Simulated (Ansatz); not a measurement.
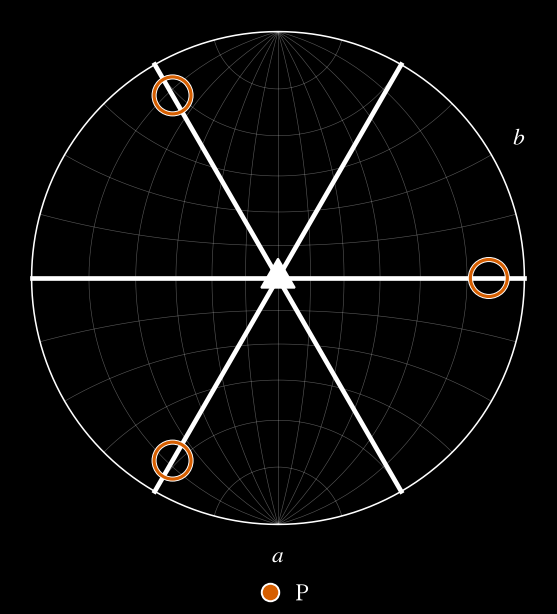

Crystal: Li₂P, the geometry relaxed with Ansatz, DFT PBE, scalar-relativistic, plane waves, PAW; the starting structure was generated, so it need not be a known form of this composition. Directions from one lithium atom at (1/3, 2/3, 0.220) to its bonded neighbours, in stereographic projection down c (filled: above the plane of the page or in it, open: below). All values are computed from the atomic coordinates in the standard setting (tolerance 0.002 Å).

Neighbours are counted up to 2.87 Å for P. The symmetry elements of the site are drawn in: heavy lines are mirror planes (a heavy rim: a mirror in the plane of the page); lens, triangle, square and hexagon are 2-, 3-, 4- and 6-fold axes, a lens in an open square is −4, a triangle in an open hexagon −6; thin dashed diameters join the ends of axes that lie in the page; a small open circle marks inversion.

```cif
data_structure
_symmetry_space_group_name_H-M 'P 1'
_symmetry_Int_Tables_number 1
_cell_length_a 4.3089
_cell_length_b 4.3089
_cell_length_c 6.8995
_cell_angle_alpha 90.000
_cell_angle_beta 90.000
_cell_angle_gamma 120.000
_cell_volume 110.94
loop_
_atom_site_label
_atom_site_type_symbol
_atom_site_fract_x
_atom_site_fract_y
_atom_site_fract_z
_atom_site_occupancy
Li1 Li 0.00000 0.00000 0.00000 1
Li2 Li 0.33333 0.66667 0.22044 1
Li3 Li 0.66667 0.33333 0.50000 1
Li4 Li 0.33333 0.66667 0.77956 1
P1 P 0.66667 0.33333 0.16403 1
P2 P 0.66667 0.33333 0.83597 1
```

### How many neighbours are there, and at what angles?

3: 3 P at 2.52 Å. Angles between bonds: 118° (3×).

### What is the site's symmetry in the crystal?

Point group 3m (C3v), order 6: one threefold axis, three mirror planes. In P-6m2, No. 187 this is Wyckoff position 2h.
